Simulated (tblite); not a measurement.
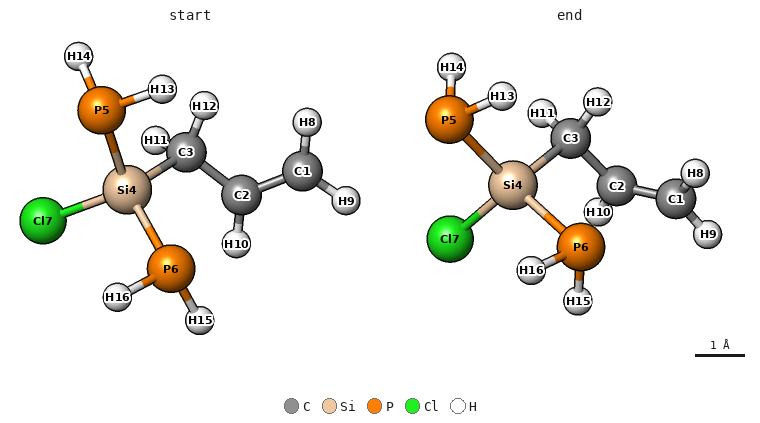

The structure of C3H9ClP2Si before (left) and after (right) a relaxation, at one scale.

Style: ball-and-stick. Shown at a tilt.

These are results of GFN2-xTB geometry optimisation, gas phase in tblite, not measurements. 

> Summarise the run.

After 179 geometry steps the energy has fallen by 130.2 kJ/mol. H8 moves most after the best rigid fit: 1.12 Å. Largest moves by element: H 1.12 Å, P 0.76 Å, Cl 0.68 Å, C 0.58 Å, Si 0.16 Å. Among the contacts that change: P5–H13 1.469 → 1.385 Å, P6–H16 1.464 → 1.386 Å, Si4–P6 2.203 → 2.268 Å, C3–Si4 1.868 → 1.933 Å. Bond angles that change, for instance: Si4–P6–H15 114.5° → 94.4°, H13–P5–H14 108.1° → 92.5°, Si4–P5–H13 107.7° → 93.2°. Groups turn about C3–Si4 by about 30°, C2–C3 by about 25°. Cost: 3.1 s on 1 thread of AMD EPYC 7R43 64-Core Processor (shared host).
